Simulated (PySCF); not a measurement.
**One shape, several levels: H2O2 (hydrogen peroxide)**

Aim: a comparison of 3 runs (HF-D4/cc-pVQZ, B3LYP/cc-pVTZ-F12, SCS-MP2/6-31+G*) of H2O2 (hydrogen peroxide). 

Program for the calculation: PySCF 2.14.0.

1 further run of the same task is left out (it didn't finish).

## (1) The system as given

The species is H2O2 (4 atoms), meant as a singlet with charge 0. As SMILES, `OO`. Geometry: relaxed at PBE0-D4/def2-TZVP.

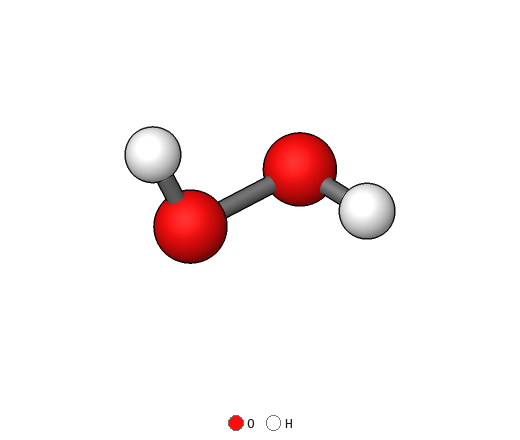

The structure, seen from a chosen angle (oxygen red, hydrogen white).

## (2) Energy and gradient at HF-D4/cc-pVQZ (density fitting with cc-pvtz-jkfit) (run 1)

Input file job.py:

```python
# OO
import pyscf.grad
from pyscf import gto, scf

mol = gto.M(
    atom='O -0.486800 -0.581100 0.030600; O 0.048300 0.728400 0.206900; H 0.186400 -1.117000 0.467400; H 0.252100 0.969800 -0.704900',
    charge=0,
    basis='cc-pvqz',
    max_memory=1860,
    verbose=4,
)

mf = scf.RHF(mol)
mf = mf.density_fit(auxbasis='cc-pvtz-jkfit')
mf.disp = 'd4'
mf.kernel()

energy = mf.e_tot
print('E = %.10f Eh' % energy)
grad = mf.Gradients().kernel()
```

Started as:

```
$ OMP_NUM_THREADS=1 python job.py
```

Standard output:

```text
PySCF version 2.14.0

[... 61 lines left out ...]
converged SCF energy = -150.853081254246
[... 2 lines left out ...]
******** <class 'pyscf.df.grad.rhf.Gradients'> for <class 'pyscf.df.df_jk.DFRHF'> ********
unit = Eh/Bohr
Calc dispersion correction with DFTD4.
Parameters: xc=hf, atm=True
--------------- DFRHF gradients ---------------
         x                y                z
0 O    -0.0292405259    -0.0107571736    -0.0168390762
1 O     0.0057532505     0.0186533465     0.0295679351
2 H     0.0186850076    -0.0124946039     0.0117539370
3 H     0.0048022678     0.0045984309    -0.0244827958
----------------------------------------------
```

Run time: 1.8 s. Hardware: 1 thread of Arm Neoverse V2, shared host; peak memory 0.31 GiB.

## (3) The polarisability at B3LYP/cc-pVTZ-F12 (run 2)

Input file run.py:

```python
import numpy
from pyscf import gto, dft
from pyscf.prop.polarizability import rks

system = gto.M(
    atom='O -0.486800 -0.581100 0.030600; O 0.048300 0.728400 0.206900; H 0.186400 -1.117000 0.467400; H 0.252100 0.969800 -0.704900',
    verbose=3,
    max_memory=1860,
    basis='cc-pvtz-f12',
    charge=0,
)

ks = dft.RKS(system)
ks.xc = 'b3lyp'
ks.kernel()

e_final = ks.e_tot
print('E = %.10f Eh' % e_final)
pol = rks.Polarizability(ks)
alpha = pol.polarizability()
print('isotropic polarizability %.4f bohr^3' % (numpy.trace(alpha) / 3))
alpha_w = pol.polarizability_with_freq(freq=0.0774)
```

Started as:

```
$ OMP_NUM_THREADS=1 python run.py
```

Standard output:

```text
converged SCF energy = -151.627959738389
E = -151.6279597384 Eh
isotropic polarizability 14.7078 bohr^3
```

Run time: 9 min. Hardware: 1 thread of Arm Neoverse V2, shared host; peak memory 0.83 GiB.

## (4) The energy at SCS-MP2/6-31+G(d) (density fitting with cc-pvqz-jkfit, Cartesian functions) (run 3)

Input file mol.sdf:

```

     RDKit          3D

  4  3  0  0  0  0  0  0  0  0999 V2000
   -0.4868   -0.5811    0.0306 O   0  0  0  0  0  0  0  0  0  0  0  0
    0.0483    0.7284    0.2069 O   0  0  0  0  0  0  0  0  0  0  0  0
    0.1864   -1.1170    0.4674 H   0  0  0  0  0  0  0  0  0  0  0  0
    0.2521    0.9698   -0.7049 H   0  0  0  0  0  0  0  0  0  0  0  0
  2  1  1  0
  3  1  1  0
  4  2  1  0
M  END
$$$$
```

Input file run.py:

```python
from pyscf import gto, scf, mp
from rdkit import Chem

rd = Chem.MolFromMolFile('mol.sdf', removeHs=False, sanitize=False)
xyz = rd.GetConformer().GetPositions()
geom = [(a.GetSymbol(), tuple(x)) for a, x in zip(rd.GetAtoms(), xyz)]
for s, x in geom:
    print('%-2s %12.6f %12.6f %12.6f' % (s, *x))

mol = gto.Mole()
mol.atom = geom
mol.symmetry = True
mol.verbose = 4
mol.basis = '6-31+g*'
mol.max_memory = 1860
mol.cart = True
mol.charge = 0
mol.build()

calc0 = scf.RHF(mol)
calc0 = calc0.density_fit(auxbasis='cc-pvqz-jkfit')
calc0.kernel()

pt = mp.MP2(calc0, frozen=2).run()
e_tot = calc0.e_tot + 1.2 * pt.e_corr_os + pt.e_corr_ss / 3
print('E = %.10f Eh' % e_tot)
```

Started as:

```
$ OMP_NUM_THREADS=1 python run.py
```

Standard output:

```text
O     -0.486800    -0.581100     0.030600
O      0.048300     0.728400     0.206900
H      0.186400    -1.117000     0.467400
H      0.252100     0.969800    -0.704900

PySCF version 2.14.0

[... 66 lines left out ...]
converged SCF energy = -150.76993239345
[... 1 line left out ...]
******** <class 'pyscf.mp.dfmp2.DFRMP2'> ********
nocc = 7, nmo = 40
frozen orbitals 2
E(DFRMP2) = -151.143937537864  E_corr = -0.374005144413979
E(SCS-DFRMP2) = -151.133757536512  E_corr = -0.363825143061714
E_corr(same-spin) = -0.098055034886608
E_corr(oppo-spin) = -0.275950109527371
E = -151.1337575365 Eh
```

It took 0.6 s on 1 thread of Arm Neoverse V2, shared host; peak memory 0.14 GiB.

## (5) The series

```
run                                                                      level            task  integral approximation  energy (Eh)  dipole moment (D) of the reference  HOMO energy (eV)  LUMO energy (eV)  wall time
  1                         HF-D4/cc-pVQZ (density fitting with cc-pvtz-jkfit)        gradient           cc-pvtz-jkfit  -150.853081                                1.87            -13.10              3.36      1.8 s
  2                                                          B3LYP/cc-pVTZ-F12  polarizability                    none  -151.627960                                1.74             -8.01             -0.25      9 min
  3  SCS-MP2/6-31+G* (density fitting with cc-pvqz-jkfit, Cartesian functions)          energy           cc-pvqz-jkfit  -151.133758                                2.07            -13.18              4.01      0.6 s
```

## (6) Summary of results

| quantity | value |
| --- | --- |
| run 3: total energy | -151.13376 Eh |
| run 3: dipole moment (Hartree–Fock density) | 2.07 D |
| run 3: HOMO energy (Hartree–Fock orbitals) | -13.18 eV |
| run 3: LUMO energy (Hartree–Fock orbitals) | 4.01 eV |
| run 3: HOMO–LUMO gap (Hartree–Fock orbitals) | 17.19 eV |
| run 3: correlation energy (2 core orbitals frozen) | -363.8 mEh |

All runs together took 9 min, the longest 9 min.
